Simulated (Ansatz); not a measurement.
# Nudged elastic band, with input and output: BH2F

The run: nudged elastic band of BH2F. Method and program: RKS PBE0-D4/def2-SVP (Ansatz 0.2.0).

One setting was made poor on purpose. It belongs to a series of runs on one base structure; here: band between the two ends. Figures and captions count atoms from 1; the log counts them from 0 in places.

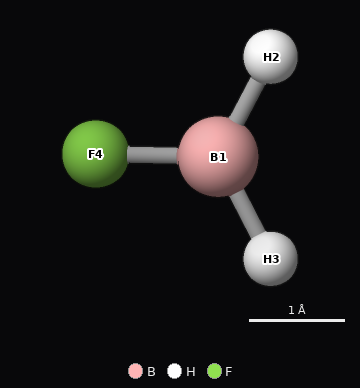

Fig. 1: The structure as given in the input (ball-and-stick view, seen at a tilt; atoms are numbered from 1 in the order of the input).

Input file:
```yaml
crystal:
  periodic: [false, false, false]
  atoms:
    - { symbol: B, position_ang: [0.315686, 0.0, 0.18228] }
    - { symbol: H, position_ang: [0.269216, 0.0, 1.390696] }
    - { symbol: H, position_ang: [1.338997, 0.0, -0.462127] }
    - { symbol: F, position_ang: [-0.824001, 0.0, -0.475749] }
basis:
  gaussian: { orbitals: def2-SVP }
hamiltonian:
  xc: pbe0
  dispersion: d4
neb:
  order_check: false
  images: 5
  f_tol: 0.2
  max_iterations: 60
  final_atoms:
    - { symbol: B, position_ang: [-0.60219299, 9.558e-05, -1.38876285] }
    - { symbol: H, position_ang: [1.28964125, -3.345e-05, 1.49449742] }
    - { symbol: H, position_ang: [1.7853867, -3.345e-05, 0.91729035] }
    - { symbol: F, position_ang: [-1.37293696, -2.867e-05, -0.38792492] }
  initial_path:
    images:
      - { positions_ang: [[0.315686, 0.0, 0.18228], [0.269216, 0.0, 1.390696], [1.338997, 0.0, -0.462127], [-0.824001, 0.0, -0.475749]] }
      - { positions_ang: [[0.21045729, 0.0, 0.12151978], [0.46914309, 0.0, 1.28876448], [1.35066446, 0.0, -0.23801712], [-0.93036684, 0.0, -0.53716714]] }
      - { positions_ang: [[0.10522859, 0.0, 0.06075956], [0.66907018, 0.0, 1.18683295], [1.36233192, 0.0, -0.01390724], [-1.03673269, 0.0, -0.59858527]] }
      - { positions_ang: [[-1.2e-07, 0.0, -6.6e-07], [0.86899727, 0.0, 1.08490143], [1.37399938, 0.0, 0.21020264], [-1.14309853, 0.0, -0.66000341]] }
      - { positions_ang: [[-0.20073108, 3.186e-05, -0.46292139], [1.00921193, -1.115e-05, 1.22143342], [1.51112849, -1.115e-05, 0.44589854], [-1.21971134, -9.56e-06, -0.56931058]] }
      - { positions_ang: [[-0.40146203, 6.372e-05, -0.92584212], [1.14942659, -2.23e-05, 1.35796542], [1.64825759, -2.23e-05, 0.68159445], [-1.29632415, -1.912e-05, -0.47861775]] }
      - { positions_ang: [[-0.60219299, 9.558e-05, -1.38876285], [1.28964125, -3.345e-05, 1.49449742], [1.7853867, -3.345e-05, 0.91729035], [-1.37293696, -2.867e-05, -0.38792492]] }
```

Run as:
```bash
ansatz run input.yaml --threads 1 --pin off --max-ram 2048MiB --backend cpu --events-out ev --progress --plain --runs-dir out
```

What the program printed:
```
Engine: ansatz 0.2.0, x86_64-unknown-linux-gnu
Functional definition: PBE0
  parameter a = 0.25
  parameter kappa = 0.804
  parameter beta = 0.06672455060314922
  exchange = (1 - a)*pbe_x(kappa = kappa, mu = beta*pi^2/3) + a*exact_x
  correlation = pbe_c(beta = beta)
411 factors; integrals over basis functions are off by at most 5.8e-4 eV
mean field evaluation 1: about -3419.4820 eV, gradient 2.0e1 eV
mean field evaluation 2: about -3419.0667 eV, gradient 2.7e1 eV
mean field evaluation 4: about -3420.1625 eV, gradient 3.8e-1 eV
mean field evaluation 8: about -3420.1620 eV, gradient 3.1e-3 eV
mean field -3420.16201883 eV, -125.6886359228 hartree, gradient 5.7e-5 eV, S^2 0.000000; 0 other end points of the search recorded, 0 dependent functions left out
the calculation of the forces begins
reference -3420.16203688 eV, -125.6886365861 hartree; 8, 8 occupied and 30, 30 virtual orbitals, 411 factors
413 factors; integrals over basis functions are off by at most 5.6e-4 eV
mean field evaluation 16: about -3417.5021 eV, gradient 1.9e0 eV
mean field -3417.51055239 eV, -125.5911963283 hartree, gradient 1.6e-5 eV, S^2 0.000000; 0 other end points of the search recorded, 0 dependent functions left out
[... from here on the field's lines of each further geometry are left out, up to the last ...]
NEB iter   1: max|band force component| = 3.628e1 eV/Å  barrier→ = 6.8880 eV  barrier← = 4.2378 eV  Δτ_max = 0.2000 Å  (151 SCF iters)
NEB iter   2: max|band force component| = 4.425e0 eV/Å  barrier→ = 6.0286 eV  barrier← = 3.3784 eV  Δτ_max = 0.2000 Å  (140 SCF iters)
NEB iter   3: max|band force component| = 1.878e0 eV/Å  barrier→ = 4.5531 eV  barrier← = 1.9029 eV  Δτ_max = 0.2000 Å  (129 SCF iters)
NEB iter   4: max|band force component| = 3.157e0 eV/Å  barrier→ = 4.3409 eV  barrier← = 1.6906 eV  Δτ_max = 0.1045 Å  (126 SCF iters)
NEB iter   5: max|band force component| = 2.587e0 eV/Å  barrier→ = 3.9080 eV  barrier← = 1.2578 eV  Δτ_max = 0.1006 Å  (120 SCF iters)
NEB iter   6: max|band force component| = 2.477e0 eV/Å  barrier→ = 3.9608 eV  barrier← = 1.3105 eV  Δτ_max = 0.0633 Å  (120 SCF iters)
NEB iter   7: max|band force component| = 2.156e0 eV/Å  barrier→ = 4.0262 eV  barrier← = 1.3760 eV  Δτ_max = 0.0948 Å  (119 SCF iters)
NEB iter   8: max|band force component| = 1.237e0 eV/Å  barrier→ = 4.0262 eV  barrier← = 1.3759 eV  Δτ_max = 0.0785 Å  (116 SCF iters)
NEB iter   9: max|band force component| = 2.350e0 eV/Å  barrier→ = 3.9814 eV  barrier← = 1.3312 eV  CI = image 2  Δτ_max = 0.0974 Å  (116 SCF iters)
NEB iter  10: max|band force component| = 5.421e-1 eV/Å  barrier→ = 4.2086 eV  barrier← = 1.5584 eV  CI = image 2  Δτ_max = 0.0960 Å  (121 SCF iters)
NEB iter  11: max|band force component| = 4.640e-1 eV/Å  barrier→ = 4.2169 eV  barrier← = 1.5667 eV  CI = image 2  Δτ_max = 0.0461 Å  (123 SCF iters)
the calculation of the forces begins
reference -3417.49091262 eV, -125.5904745801 hartree; 8, 8 occupied and 30, 30 virtual orbitals, 413 factors
413 factors; integrals over basis functions are off by at most 9.4e-4 eV
mean field -3415.94881484 eV, -125.5338035322 hartree, gradient 1.1e-5 eV, S^2 0.000000; 1 other end points of the search recorded, 0 dependent functions left out
the calculation of the forces begins
reference -3415.94883455 eV, -125.5338042564 hartree; 8, 8 occupied and 30, 30 virtual orbitals, 413 factors
NEB iter  12: max|band force component| = 1.463e-1 eV/Å  barrier→ = 4.2058 eV  barrier← = 1.5556 eV  CI = image 2  Δτ_max = 0.0000 Å  (221 SCF iters)
```

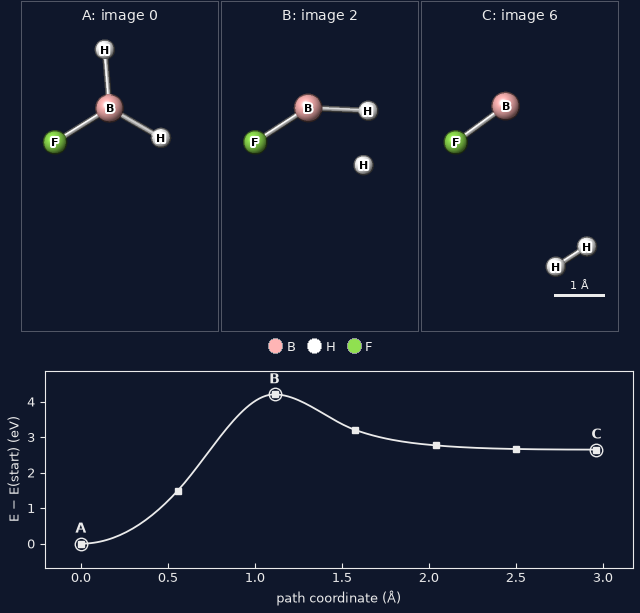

Fig. 2: Images of the last band (counted from 0; ball-and-stick, seen on its broad side) above the energy along the path; the line is a cubic interpolation that uses the forces. The highest image is number 2, 4.206 eV above the start and 1.556 eV above the end (the climbing image); the end lies 2.650 eV above the start. The path is 2.96 Å long. The band converged in 12 iterations.

```
Total energy: -3415.97348738 eV, -125.5347102311 hartree
Atom 0 at     0.237794    -0.002876    -0.419426 Å, force    -0.058703    -0.003553    -0.021626 eV/Å
Atom 1 at     0.637170     0.005362     1.157519 Å, force     0.025066    -0.001462    -0.008444 eV/Å
Atom 2 at     1.277070    -0.002721     0.237031 Å, force     0.072014     0.003070     0.054060 eV/Å
Atom 3 at    -1.052136     0.000235    -0.340024 Å, force    -0.038377     0.001945    -0.023991 eV/Å
Dipole moment:     0.020682     0.000671     0.098737 e Å
this run last wrote the band of iteration 12 to [file]
```

The last band as extended XYZ (Å, eV, eV/Å):
```
4
Properties=species:S:1:pos:R:3:forces:R:3 image=0 energy=-3420.17926
B     0.3157    0.0000    0.1823   -0.0009   0.0000  -0.0005
H     0.2692    0.0000    1.3907   -0.0001   0.0000  -0.0005
H     1.3390    0.0000   -0.4621   -0.0005   0.0000   0.0002
F    -0.8240    0.0000   -0.4757    0.0014   0.0000   0.0008
4
Properties=species:S:1:pos:R:3:forces:R:3 image=1 energy=-3418.68410
B     0.2356    0.0006   -0.0300   -0.1434  -0.0051   4.2155
H     0.4755    0.0019    1.1934   -1.7211   0.0088   0.3900
H     1.3939   -0.0017   -0.0875    1.3583  -0.0054  -3.4178
F    -1.0051   -0.0008   -0.4408    0.5062   0.0017  -1.1877
4
Properties=species:S:1:pos:R:3:forces:R:3 image=2 energy=-3415.97347
B     0.2378   -0.0029   -0.4194   -0.0587  -0.0036  -0.0216
H     0.6372    0.0054    1.1575    0.0251  -0.0015  -0.0084
H     1.2771   -0.0027    0.2370    0.0720   0.0031   0.0541
F    -1.0521    0.0002   -0.3400   -0.0384   0.0019  -0.0240
4
Properties=species:S:1:pos:R:3:forces:R:3 image=3 energy=-3416.97424
B     0.1162   -0.0006   -0.7375   -0.4770  -0.0038  -1.3135
H     0.8323    0.0031    1.1766    0.6775  -0.0064   0.1429
H     1.2243   -0.0024    0.4700   -0.1903   0.0085   1.0239
F    -1.0730   -0.0001   -0.2740   -0.0102   0.0017   0.1467
4
Properties=species:S:1:pos:R:3:forces:R:3 image=4 energy=-3417.40947
B    -0.1345    0.0028   -1.0013   -0.1870  -0.0015  -0.2443
H     1.0515    0.0049    1.2994    0.1534  -0.0030   0.1317
H     1.3397   -0.0056    0.5912    0.0944   0.0032   0.1669
F    -1.1567   -0.0022   -0.2542   -0.0607   0.0013  -0.0543
4
Properties=species:S:1:pos:R:3:forces:R:3 image=5 energy=-3417.51180
B    -0.3819    0.0009   -1.2003   -0.0446  -0.0001  -0.0413
H     1.2385    0.0013    1.4263    0.0310  -0.0002   0.0325
H     1.5228   -0.0015    0.7202    0.0350   0.0002   0.0303
F    -1.2794   -0.0007   -0.3111   -0.0213   0.0001  -0.0215
4
Properties=species:S:1:pos:R:3:forces:R:3 image=6 energy=-3417.52903
B    -0.6022    0.0001   -1.3888   -0.0049   0.0000   0.0010
H     1.2896    0.0000    1.4945    0.0029   0.0000   0.0017
H     1.7854    0.0000    0.9173   -0.0011   0.0000   0.0011
F    -1.3729    0.0000   -0.3879    0.0031   0.0000  -0.0039
```

Summary:

| quantity | value |
| --- | --- |
| outcome | converged |
| barrier, forward | 4.206 eV |
| barrier, backward | 1.556 eV |
| hardware | 1 thread of Intel Xeon (Granite Rapids), 64 GiB of memory available, shared host |
| wall time | 17 s |
| peak memory | 0.1 GiB |

Notes:

A deliberately poor setting: loose force. The order of the saddle point was not checked.
